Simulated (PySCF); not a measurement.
**SVWN5/6-311+G(d,p) run of BCl2F (dichlorofluoroborane)**

Aim: the vertical singlet–triplet gap of BCl2F (dichlorofluoroborane) at SVWN5/6-311+G**, from 2 runs. Input form: a Python script.

Program for the calculation: PySCF 2.14.0.

2 further runs of the same task are left out: 2 set aside as unsound or not needed.

## 1. The structure to begin with

The species is BCl2F (4 atoms), meant as a singlet with charge 0. As SMILES, `FB(Cl)Cl`. Geometry: relaxed at PBE0-D4/def2-TZVP.

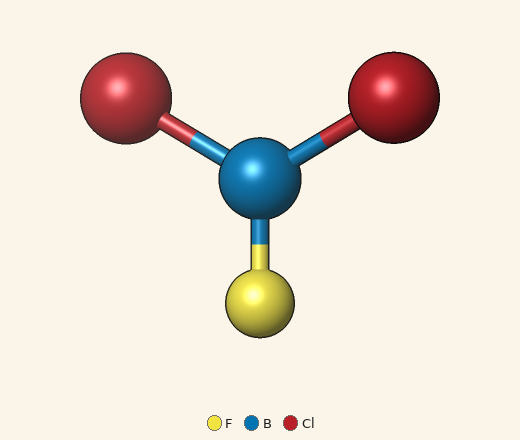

The structure, seen from a chosen angle (fluorine yellow, boron blue, chlorine red).

## 2. A single-point energy at SVWN5/6-311+G(d,p)

run.py

```python
from pyscf import gto, dft

mol = gto.Mole()
mol.atom = '''
F      0.114370    -1.165320    -0.781190
B      0.007910    -0.080610    -0.054040
Cl    -1.549540     0.373780     0.571420
Cl     1.427260     0.872140     0.263810
'''
mol.spin = 0
mol.verbose = 3
mol.max_memory = 1860
mol.basis = '6-311+g**'
mol.charge = 0
mol.build()

calc0 = dft.RKS(mol)
calc0.xc = 'svwn'
calc0.conv_tol = 1e-10
calc0.grids.level = 5
calc0.kernel()
if not calc0.converged:
    calc0 = calc0.newton().run(calc0.mo_coeff, calc0.mo_occ)

e_final = calc0.e_tot
print('Final energy', e_final)
```

Run with:

```sh
OMP_NUM_THREADS=1 python run.py
```

Output:

```text
converged SCF energy = -1041.44167380762
Final energy -1041.4416738076206
```

Wall time 8.1 s (1 thread of Arm Neoverse V2, shared host); peak memory 0.37 GiB.

## 3. The triplet, same level

input.py

```python
from pyscf import gto, dft

mol = gto.M(
    atom='F 0.114370 -1.165320 -0.781190; B 0.007910 -0.080610 -0.054040; Cl -1.549540 0.373780 0.571420; Cl 1.427260 0.872140 0.263810',
    max_memory=1860,
    spin=2,
    charge=0,
    basis='6-311+g**',
    verbose=4,
)

mf = dft.UKS(mol, xc='svwn')
mf.grids.level = 5
mf.conv_tol = 1e-10
mf.kernel()
if not mf.converged:
    mf = mf.newton().run(mf.mo_coeff, mf.mo_occ)

energy = mf.e_tot
print('E(%s) = %.9f' % ('SVWN5', energy))
```

Run with:

```sh
OMP_NUM_THREADS=1 python input.py
```

Output:

```text
PySCF version 2.14.0

[INPUT] num. atoms = 4
[INPUT] num. electrons = 48
[INPUT] charge = 0
[INPUT] spin (= nelec alpha-beta = 2S) = 2
[INPUT] symmetry False subgroup None
[INPUT] Mole.unit = angstrom
[INPUT] Symbol           X                Y                Z      unit          X                Y                Z       unit  Magmom
[INPUT]  1 F      0.114370000000  -1.165320000000  -0.781190000000 AA    0.216127976867  -2.202135647478  -1.476235151249 Bohr   0.0
[INPUT]  2 B      0.007910000000  -0.080610000000  -0.054040000000 AA    0.014947733645  -0.152330822901  -0.102120799771 Bohr   0.0
[INPUT]  3 Cl    -1.549540000000   0.373780000000   0.571420000000 AA   -2.928206219059   0.706341830840   1.079827302099 Bohr   0.0
[INPUT]  4 Cl     1.427260000000   0.872140000000   0.263810000000 AA    2.697130508547   1.648105742278   0.498528648922 Bohr   0.0

[... 49 lines left out ...]
[... the frontier-level lines of each cycle are left out ...]
[... 11 lines left out ...]
[... 11 lines left out ...]
[... 11 lines left out ...]
[... 11 lines left out ...]
[... 5 lines left out ...]

cycle= 11 E= -1041.21119086223  delta_E= -6.72e-09  |g|= 1.99e-05  |ddm|= 0.000226


cycle= 12 E= -1041.21119086244  delta_E= -2.1e-10  |g|= 7.02e-06  |ddm|= 4.76e-05


cycle= 13 E= -1041.21119086246  delta_E= -1.93e-11  |g|= 1.03e-06  |ddm|= 1.09e-05


Extra cycle  E= -1041.21119086246  delta_E= -1.14e-12  |g|= 2.89e-06  |ddm|= 4.27e-06
converged SCF energy = -1041.21119086246  <S^2> = 2.0018163  2S+1 = 3.0012106
E(SVWN5) = -1041.211190862
```

Wall time 26 s (1 thread of Arm Neoverse V2, shared host); peak memory 0.37 GiB.

## 4. Summary of results

At SVWN5/6-311+G**:

```
                                        quantity           value
                           singlet: total energy  -1041.44167 Eh
                          singlet: dipole moment          0.28 D
                            singlet: HOMO energy        -8.19 eV
                            singlet: LUMO energy        -2.38 eV
                          singlet: HOMO–LUMO gap         5.80 eV
                           triplet: total energy  -1041.21119 Eh
                          triplet: dipole moment          1.50 D
     triplet: HOMO energy (highest over α and β)        -1.95 eV
                                   triplet: ⟨S²⟩           2.002
vertical energy of the triplet above the singlet        6.272 eV
```

In words: At this shape the triplet lies 6.27 eV (605 kJ/mol) above the singlet. Mulliken charges (singlet) run from -0.29 on B2 to +0.18 on F1; in a basis this large or diffuse they mean little. Mulliken charges (triplet) run from -0.60 on B2 to +0.23 on Cl3; in a basis this large or diffuse they mean little.
